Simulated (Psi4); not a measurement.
# [BH4]− (SMILES [H][B-]([H])([H])[H]): levels of theory compared

Wanted: a comparison of 5 runs (B3LYP/6-31G*, PBE0/def2-SVP, BLYP/def2-TZVP, MP2.5/jun-cc-pV(D+d)Z, SCS-OMP2/aug-cc-pVDZ) of [BH4]−. 

The calculation is run with Psi4 1.11.

2 further runs of the same task are left out: 2 set aside as unsound or not needed.

**1. The structure to begin with**

[BH4]−: 5 atoms, total charge -1, spin state singlet. SMILES: `[H][B-]([H])([H])[H]`. The coordinates come from a GFN2-xTB relaxation.

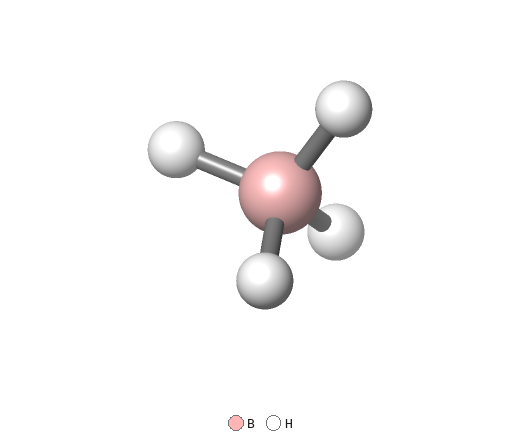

The structure, seen from a chosen angle (boron pink, hydrogen white).

**2. A single-point energy at B3LYP/6-31G(d) (spherical functions) (run 1)**

File job.json:

```json
{
  "schema_name": "qcschema_input",
  "schema_version": 1,
  "molecule": {
    "schema_name": "qcschema_molecule",
    "schema_version": 2,
    "symbols": ["B", "H", "H", "H", "H"],
    "geometry": [0.0, -0.00035905, -9.449e-05, 0.02244995, -0.03889056, 2.32270017, 2.18197227, 0.02237436, -0.79521565, -1.11040307, 1.90448489, -0.73238226, -1.09401915, -1.88760963, -0.79498888],
    "molecular_charge": -1,
    "molecular_multiplicity": 1,
    "fix_symmetry": "c1"
  },
  "driver": "energy",
  "model": {
    "method": "b3lyp",
    "basis": "6-31G*"
  },
  "keywords": {
    "reference": "rks",
    "puream": true,
    "e_convergence": 1e-09,
    "d_convergence": 1e-08,
    "scf_type": "pk",
    "dft_radial_points": 99,
    "dft_spherical_points": 590,
    "scf_properties": ["DIPOLE", "MAYER_INDICES", "WIBERG_LOWDIN_INDICES"]
  }
}
```

Started as:

```console
psi4 --qcschema job.json -n 1 --memory 1600MB
```

stdout:

```text
[...]
  Running in c1 symmetry.
[...]
  Nuclear repulsion =   10.192673180337890
[...]
  Multiplicity = 1
[...]
  Nalpha       = 5
  Nbeta        = 5
[...]
    Number of basis functions: 22
[...]
   @RKS iter   1:   -27.05243673653004   -3.26408e-01   2.34142e-02 DIIS/ADIIS
[...]
   @RKS iter   8:   -27.24637232068827   -9.94760e-14   1.33647e-09 DIIS
[...]
    Orbital Energies [Eh]
    ---------------------
    Doubly Occupied:
       1A     -6.407747     2A     -0.226906     3A     -0.032176
       4A     -0.032109     5A     -0.032075
[...]
  @RKS Final Energy:   -27.24637232068827
   => Energetics <=
    Nuclear Repulsion Energy =             10.1926731803378896
    One-Electron Energy =                 -58.0385828554458314
    Two-Electron Energy =                  25.2862536363523667
    DFT Exchange-Correlation Energy =      -4.6867162819326920
    Empirical Dispersion Energy =           0.0000000000000000
    VV10 Nonlocal Energy =                  0.0000000000000000
    Total Energy =                        -27.2463723206882662
[...]
 Multipole Moments:
 ------------------------------------------------------------------------------------
     Multipole            Electronic (a.u.)      Nuclear  (a.u.)        Total (a.u.)
 ------------------------------------------------------------------------------------
 L = 1.  Multiply by 2.5417464519 to convert [e a0] to [Debye]
 Dipole X            :          0.0000302            0.0000000            0.0000302
 Dipole Y            :         -0.0014830            0.0007126           -0.0007704
 Dipole Z            :         -0.0006006            0.0001950           -0.0004055
 Magnitude           :                                                    0.0008711
[...]
```

The result, in JSON:

```text
{
 "driver": "energy",
 "model": {
  "method": "b3lyp",
  "basis": "6-31G*"
 },
 "success": true,
 "return_result": -27.246372320688266,
 "properties": {
  "calcinfo_nbasis": 22,
  "calcinfo_nmo": 22,
  "calcinfo_nalpha": 5,
  "calcinfo_nbeta": 5,
  "calcinfo_natom": 5,
  "nuclear_repulsion_energy": 10.19267318033789,
  "return_energy": -27.246372320688266,
  "scf_one_electron_energy": -58.03858285544583,
  "scf_two_electron_energy": 25.286253636352367,
  "scf_xc_energy": -4.686716281932692,
  "scf_dipole_moment": [3.0189910076583448e-05, -0.0007703686573618251, -0.0004055482567841828],
  "scf_total_energy": -27.246372320688266,
  "scf_iterations": 8
 }
}
```

Wall time 5.7 s (1 thread of Intel Xeon Platinum 8275CL at 3.00GHz (Skylake/Cascade Lake), shared host); peak memory 0.41 GiB.

**3. The energy at PBE0/def2-SVP (run 2)**

File bh4.json:

```json
{
  "schema_name": "qcschema_input",
  "schema_version": 1,
  "molecule": {
    "schema_name": "qcschema_molecule",
    "schema_version": 2,
    "symbols": ["B", "H", "H", "H", "H"],
    "geometry": [0.0, -0.00035905, -9.449e-05, 0.02244995, -0.03889056, 2.32270017, 2.18197227, 0.02237436, -0.79521565, -1.11040307, 1.90448489, -0.73238226, -1.09401915, -1.88760963, -0.79498888],
    "molecular_charge": -1,
    "molecular_multiplicity": 1,
    "fix_symmetry": "c1",
    "fix_com": true,
    "fix_orientation": true
  },
  "driver": "energy",
  "model": {
    "method": "pbe0",
    "basis": "def2-SVP"
  },
  "keywords": {
    "puream": true,
    "e_convergence": 1e-09,
    "d_convergence": 1e-08,
    "scf_type": "pk",
    "dft_radial_points": 99,
    "dft_spherical_points": 590,
    "scf_properties": ["MAYER_INDICES", "WIBERG_LOWDIN_INDICES", "DIPOLE"]
  }
}
```

Started as:

```console
psi4 --qcschema bh4.json -n 1 --memory 1600MB
```

stdout:

```text
[...]
  Running in c1 symmetry.
[...]
  Nuclear repulsion =   10.192673180337890
[...]
  Multiplicity = 1
[...]
  Nalpha       = 5
  Nbeta        = 5
[...]
    Number of basis functions: 34
[...]
   @RKS iter   1:   -26.96555796606888   -3.25356e-01   1.50095e-02 DIIS/ADIIS
[...]
   @RKS iter   8:   -27.17845005268771   -3.90799e-13   4.26955e-09 DIIS
[...]
    Orbital Energies [Eh]
    ---------------------
    Doubly Occupied:
       1A     -6.469239     2A     -0.253347     3A     -0.055125
       4A     -0.055062     5A     -0.055030
[...]
  @RKS Final Energy:   -27.17845005268771
   => Energetics <=
    Nuclear Repulsion Energy =             10.1926731803378896
    One-Electron Energy =                 -57.8824620276745705
    Two-Electron Energy =                  24.8277419074059935
    DFT Exchange-Correlation Energy =      -4.3164031127570253
    Empirical Dispersion Energy =           0.0000000000000000
    VV10 Nonlocal Energy =                  0.0000000000000000
    Total Energy =                        -27.1784500526877117
[...]
 Multipole Moments:
 ------------------------------------------------------------------------------------
     Multipole            Electronic (a.u.)      Nuclear  (a.u.)        Total (a.u.)
 ------------------------------------------------------------------------------------
 L = 1.  Multiply by 2.5417464519 to convert [e a0] to [Debye]
 Dipole X            :          0.0000313            0.0000000            0.0000313
 Dipole Y            :          0.0009328           -0.0014362           -0.0005034
 Dipole Z            :          0.0000156           -0.0003591           -0.0003435
 Magnitude           :                                                    0.0006102
[...]
```

The result, in JSON:

```text
{
 "driver": "energy",
 "model": {
  "method": "pbe0",
  "basis": "def2-SVP"
 },
 "success": true,
 "return_result": -27.17845005268771,
 "properties": {
  "calcinfo_nbasis": 34,
  "calcinfo_nmo": 34,
  "calcinfo_nalpha": 5,
  "calcinfo_nbeta": 5,
  "calcinfo_natom": 5,
  "nuclear_repulsion_energy": 10.19267318033789,
  "return_energy": -27.17845005268771,
  "scf_one_electron_energy": -57.88246202767457,
  "scf_two_electron_energy": 24.827741907405994,
  "scf_xc_energy": -4.316403112757025,
  "scf_dipole_moment": [3.128683751041361e-05, -0.0005034076322297243, -0.00034350039021252554],
  "scf_total_energy": -27.17845005268771,
  "scf_iterations": 8
 }
}
```

Run time: 6.9 s. Hardware: 1 thread of Intel Xeon Platinum 8275CL at 3.00GHz (Skylake/Cascade Lake), shared host; peak memory 0.5 GiB.

Runs 3 to 4 aren't shown in full; the table further down has their settings and results.

**4. A single-point energy at SCS-OMP2/aug-cc-pVDZ (fitted SCF) (run 5)**

File bh4.dat:

```
memory 1600 MB

molecule {
  -1 1
  B      0.000000    -0.000190    -0.000050
  H      0.011880    -0.020580     1.229120
  H      1.154650     0.011840    -0.420810
  H     -0.587600     1.007810    -0.387560
  H     -0.578930    -0.998880    -0.420690
  no_reorient
  no_com
}

set globals {
  reference rhf
  mp2_type conv
  r_convergence 0.0001
}

e_tot = energy("scs-omp2/aug-cc-pVDZ")
```

Started as:

```console
psi4 -n 1 bh4.dat bh4.out
```

bh4.out:

```text
[...]
  Running in c1 symmetry.
[...]
  Nuclear repulsion =   10.192673175633665
[...]
  Multiplicity = 1
[...]
  Nalpha       = 5
  Nbeta        = 5
[...]
    Number of basis functions: 59
[...]
   @RHF iter   1:   -26.87856519559845   -6.07535e-01   5.95011e-03 DIIS/ADIIS
[...]
   @RHF iter   8:   -26.97695872347147   -1.56852e-11   1.52060e-09 DIIS
[...]
    Orbital Energies [Eh]
    ---------------------
    Doubly Occupied:
       1A     -7.293502     2A     -0.453351     3A     -0.190025
       4A     -0.189922     5A     -0.189873
[...]
  @RHF Final Energy:   -26.97695872347147
   => Energetics <=
    Nuclear Repulsion Energy =             10.1926731756336650
    One-Electron Energy =                 -57.7059169168674515
    Two-Electron Energy =                  20.5362850177623173
    Total Energy =                        -26.9769587234714692
[...]
 Multipole Moments:
 ------------------------------------------------------------------------------------
     Multipole            Electronic (a.u.)      Nuclear  (a.u.)        Total (a.u.)
 ------------------------------------------------------------------------------------
 L = 1.  Multiply by 2.5417464519 to convert [e a0] to [Debye]
 Dipole X            :          0.0000374           -0.0000000            0.0000374
 Dipole Y            :          0.0007118           -0.0014362           -0.0007244
 Dipole Z            :         -0.0000839           -0.0003590           -0.0004429
 Magnitude           :                                                    0.0008499
[...]
	SCS-MP2 Total Energy (a.u.)        :   -27.13371885749925
	SOS-MP2 Total Energy (a.u.)        :   -27.13861491407260
[...]
	MP2 Total Energy (a.u.)            :   -27.12496999375366
[...]
	SCS-OMP2 Total Energy (a.u.)       :   -27.13427630565962
	SOS-OMP2 Total Energy (a.u.)       :   -27.12638658676821
[...]
	OMP2 Total Energy (a.u.)           :   -27.12496988947927
[...]
```

Wall time 5.1 s (1 thread of Intel Xeon Platinum 8275CL at 3.00GHz (Skylake/Cascade Lake), shared host); peak memory 0.25 GiB.

**5. All runs side by side**

```
run                                                                     level      task  integrals  energy (Eh)  HOMO energy (eV)  LUMO energy (eV)  HOMO–LUMO gap (eV)  wall time
  1                                        B3LYP/6-31G* (spherical functions)    energy         pk   -27.246372             -0.87             11.41               12.28      5.7 s
  2                                                             PBE0/def2-SVP    energy         pk   -27.178450             -1.50             10.15               11.65      6.9 s
  3                                                            BLYP/def2-TZVP  gradient         pk   -27.234222             -0.50              6.22                6.72      8.7 s
  4  MP2.5/jun-cc-pV(D+d)Z (density fitting, density fitting for correlation)    energy         df   -27.125421             -5.08              5.59               10.67      2.1 s
  5                                         SCS-OMP2/aug-cc-pVDZ (fitted SCF)    energy         df   -27.134276             -5.17              4.46                9.62      5.1 s
```

**6. Results**

| quantity | value |
| --- | --- |
| run 5: total energy | -27.13428 Eh |
| run 5: HOMO energy (Hartree–Fock orbitals) | -5.17 eV |
| run 5: LUMO energy (Hartree–Fock orbitals) | 4.46 eV |
| run 5: HOMO–LUMO gap (to an unbound level, set by the basis) | 9.62 eV |
| run 5: correlation energy | -157.3 mEh |

Over runs 1, 2, 3 the HOMO–LUMO gap runs from 6.72 eV (BLYP/def2-TZVP) to 12.28 eV (B3LYP/6-31G*). The two ends differ in method and basis. The empty levels of an anion lie above zero and hang on the basis. Totals of different functionals can't be ranked against each other. All runs together took 29 s, the longest 8.7 s.
